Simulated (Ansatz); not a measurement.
LiPr3N2

```cif
data_structure
_symmetry_space_group_name_H-M 'P 1'
_symmetry_Int_Tables_number 1
_cell_length_a 3.6055
_cell_length_b 3.6055
_cell_length_c 11.3732
_cell_angle_alpha 90.000
_cell_angle_beta 90.000
_cell_angle_gamma 120.000
_cell_volume 128.04
loop_
_atom_site_label
_atom_site_type_symbol
_atom_site_fract_x
_atom_site_fract_y
_atom_site_fract_z
_atom_site_occupancy
Li1 Li 0.00000 0.00000 0.00000 1
Pr1 Pr 0.33333 0.66667 0.24702 1
Pr2 Pr 0.66667 0.33333 0.75298 1
Pr3 Pr 0.00000 0.00000 0.50000 1
N1 N 0.33333 0.66667 0.63962 1
N2 N 0.66667 0.33333 0.36038 1
```

Space group P-3m1; a generated structure, not necessarily the stable one; changed on purpose from its base cell (volume × 0.91, shape and atoms relaxed); computed pressure about 4 GPa in this cell; computed without spin polarisation; no Hubbard U on the f states and no spin–orbit coupling.

The calculation used DFT PBE, scalar-relativistic, plane waves, PAW; 4f electrons in the core of a trivalent norm-conserving potential (Ansatz 0.2.0).

Question: What will maps of the valence pseudo-density and electron localisation function show?

Answer: Pr–N (2.45 Å): ρ is about 0.42 e/Å³ halfway; the ELF peaks at about 0.80 in the valence shell of N, 0.6 Å from its nucleus, and drops to about 0.20 between the two atoms: no shared electron pair shows on this line.
Li–Pr (3.50 Å): ρ at the midpoint is about 0.07 e/Å³, with its minimum of 0.05 e/Å³ about 1.0 Å from Li; the ELF is about 0.15 at the midpoint (no shared electron pair shows on this line).
Pr–N (2.62 Å): the density is about 0.29 e/Å³ at the midpoint; the ELF is about 0.15 at the midpoint: no shared electron pair shows on this line.
The ELF has a maximum of about 0.75 in the space between the atoms, on no atom or two-centre bond.

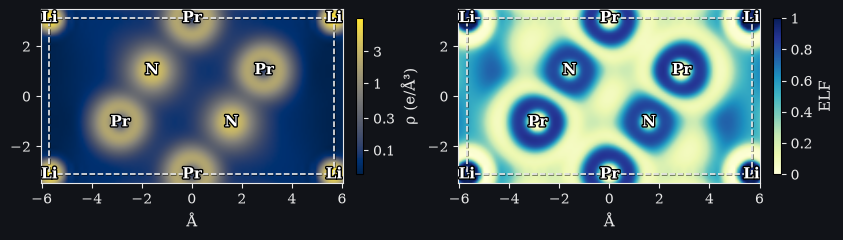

Computed valence pseudo-density and electron localisation function on the (110) plane of the conventional cell, in this order. 
